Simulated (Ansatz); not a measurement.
# BCl2F···HCl: what the fields show

```xyz
6

B    -0.7124   -0.7575    0.2461
F    -1.3435    0.3192   -0.1662
Cl   -0.2750   -1.9775   -0.9115
Cl   -0.3836   -0.9486    1.9417
H     0.8615    2.0565   -0.7088
Cl    1.8530    1.3078   -0.4011
```

The reactant side of a reaction path; geometry: PBE0-D4/def2-TZVP.

The calculation used Ansatz 0.2.0, RKS PBE0-D4/def2-TZVPP.

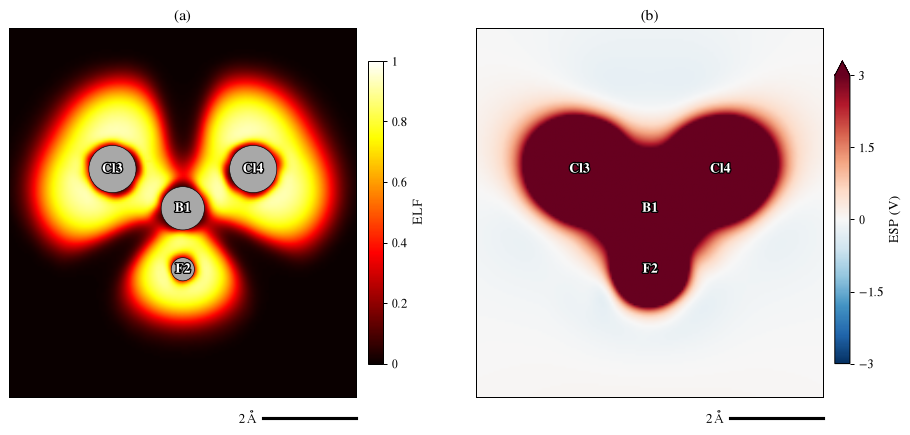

Figure 1. (a) electron localisation function; (b) electrostatic potential on the plane of atoms F2, B1 and Cl4. Grey discs cover the atomic cores in the ELF map.

Q: What do the fields say about this system?

A: Atoms in the plane: B, F and Cl. B–F (1.31 Å): the ELF peaks at about 0.85 between the atoms, as expected for a polar covalent bond. B–Cl (1.74 Å): the ELF peaks at about 0.90 between the atoms; a polar covalent bond. The ELF also peaks beside F2, Cl3 and Cl4, away from the bonds: lone-pair regions. The potential has no marked negative region in this plane.

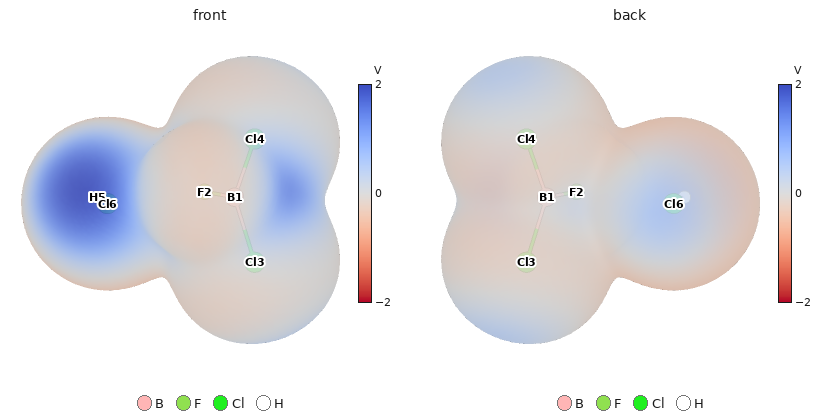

Figure 2. The electrostatic potential painted on the density surface at 0.001 e/bohr³, seen from the front and from behind; the colour scale runs from red (negative) to blue (positive).

Q: Where is the surface potential most negative and most positive?

A: The most negative region (about −0.3 V) lies over Cl6, the most positive (about +1.9 V) over H5. Cl3 shows a σ-hole: about +0.4 V at the tip opposite its bond, against about −0.1 V on its flanks. Cl4 shows a σ-hole: about +0.4 V at the tip opposite its bond, against about −0.1 V on its flanks. Cl6 shows a σ-hole: about +0.5 V at the tip opposite its bond, against about −0.3 V on its flanks.

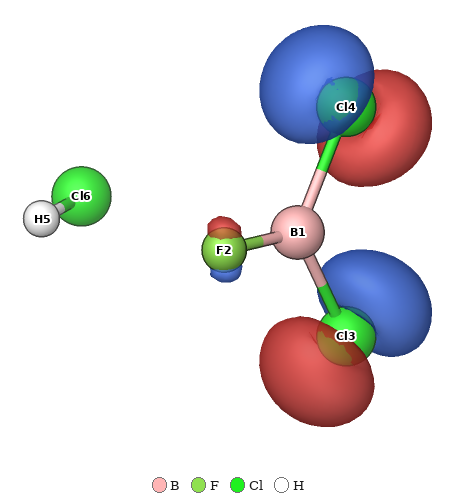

Figure 3. The HOMO at ±0.2 Å⁻³ᐟ² (blue and red are the two phases), seen at a tilt.

Q: Where does this orbital lie, and at what energy?

A: By Hirshfeld shares it lies mainly on Cl4 (about 45 %) and Cl3 (about 45 %); largely a combination of lone pairs on Cl4 and Cl3. Its energy is −9.33 eV.
